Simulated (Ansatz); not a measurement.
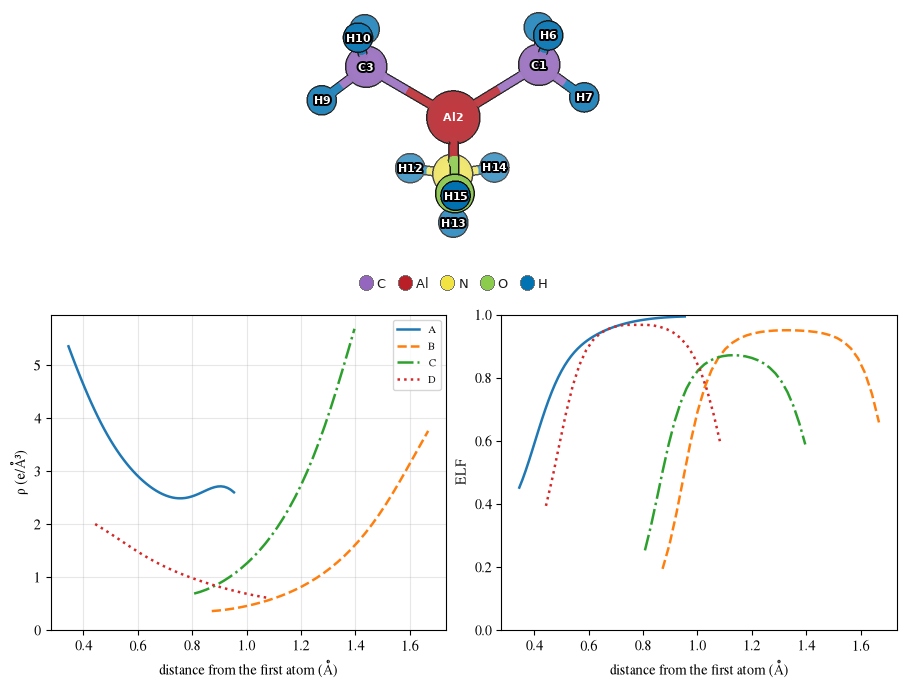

The picture shows: C2H10AlNO (SMILES [CH3][Al-]([CH3])([NH3+])[OH]). Electron density and ELF along straight lines between neighbouring atoms. The curves leave out the atomic cores. The structure is drawn too.

Geometry: PBE0-D4/def2-TZVP.

Computed with Ansatz 0.2.0, RKS PBE0-D4/def2-TZVPP.

The calculation's input:

```
crystal:
  periodic: [false, false, false]
  atoms:
    - {symbol: C, position_ang: [-1.846489, 0.629768, 0.031218]}
    - {symbol: Al, position_ang: [0.107451, 0.363364, 0.014805]}
    - {symbol: C, position_ang: [0.972065, -0.264129, 1.672488]}
    - {symbol: N, position_ang: [0.387155, -1.180349, -1.307796]}
    - {symbol: O, position_ang: [1.046235, 1.392391, -1.037173]}
    - {symbol: H, position_ang: [-2.125234, 1.498742, 0.637929]}
    - {symbol: H, position_ang: [-2.258203, 0.807439, -0.968729]}
    - {symbol: H, position_ang: [-2.381672, -0.225271, 0.460828]}
    - {symbol: H, position_ang: [2.019093, -0.550414, 1.521739]}
    - {symbol: H, position_ang: [0.973886, 0.516619, 2.441499]}
    - {symbol: H, position_ang: [0.455476, -1.124488, 2.114068]}
    - {symbol: H, position_ang: [0.903851, -1.967230, -0.932570]}
    - {symbol: H, position_ang: [0.952116, -0.730093, -2.024207]}
    - {symbol: H, position_ang: [-0.464017, -1.526885, -1.734934]}
    - {symbol: H, position_ang: [1.236388, 2.309836, -0.859566]}
basis:
  gaussian: {orbitals: def2-TZVPP}
hamiltonian: {xc: pbe0, dispersion: d4}
output: {orbitals: {seedname: orbitals}}
```

Run with:

```sh
ansatz run in.yaml --threads 4 --pin off --events-out ev --progress --plain --max-ram 10444MiB
```

Which curve belongs to which contact (Al–N, Al–O, C–Al and O–H)? The first atom named is at distance zero.

Answer. Curve A: O–H (0.95 Å): ρ at the midpoint is about 3.8 e/Å³; the ELF climbs to about 1 towards the hydrogen, as it does in any bond to H (an ordinary covalent bond to hydrogen). Curve B: Al–N (2.05 Å): ρ at the midpoint is about 0.49 e/Å³; the ELF peaks at about 0.95 in the valence shell of N, 0.7 Å from its nucleus, and is about 0.75 at the midpoint. Curve C: Al–O (1.75 Å): the density is about 0.81 e/Å³ at the midpoint; the ELF peaks at about 0.85 in the valence shell of O, 0.6 Å from its nucleus, and is about 0.50 at the midpoint. Curve D: C–Al (1.97 Å): ρ at the midpoint is about 0.7 e/Å³; the ELF peaks at about 0.95 in the valence shell of C, 0.7 Å from its nucleus, and is about 0.85 at the midpoint.
